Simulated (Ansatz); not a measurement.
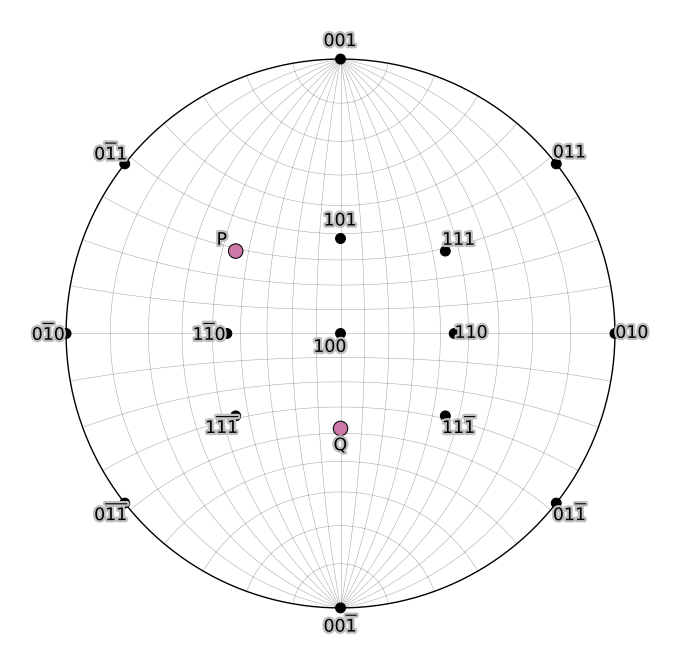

For SnO, a calculation's input that goes back to an entry of the Crystallography Open Database (an earlier step may have relaxed or displaced it): stereographic projection of plane normals (upper hemisphere) centred on (1 0 0). The drawing is computed from the coordinates (standard cell, symmetry found to 0.002 Å).

a = 3.802 Å, b = 3.802 Å, c = 4.836 Å, α = 90.00°, β = 90.00°, γ = 90.00°.

**Index the poles marked P, Q.**

P is (1 −1 1), 51.8° from the centre; Q is (1 0 −1), 38.2° from the centre.

**What is the angle between the normals of (1 0 0) and (0 −1 −1), and what are their d_hkl = 1/|g|?**

90.0°; d = 3.802 Å and 2.989 Å.
